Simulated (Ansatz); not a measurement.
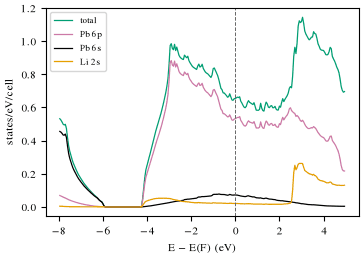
Figure. Total and projected density of states of LiPb (CsCl type, Pm-3m), r²SCAN (plane waves, PAW; program Ansatz)

Q: Which orbitals carry the states next to the Fermi level?

A: Within 0.5 eV of the Fermi level: Pb 6p 82 %, Pb 6s 11 %. Projections are on Löwdin-orthogonalised atomic valence shells; empty p or d shells of many metals are not among them.

Q: Where is the tallest occupied peak in this window, and what makes it?

A: Near -2.9 eV, about 0.98 states/eV per cell; the largest projected share is Pb 6p.

The workflow started from a Materials Project entry (that database holds measured and hypothetical structures alike); the Crystallography Open Database files this formula in space group No. 221, but the cells were not matched. Its standing as an ambient phase is unchecked. The r²SCAN relaxation kept the symmetry of its start; its stability against distortions is not shown here. Scalar-relativistic: spin–orbit coupling is off unless named, which matters more the heavier the elements.

Potentials: the later of the program's two PAW sets.
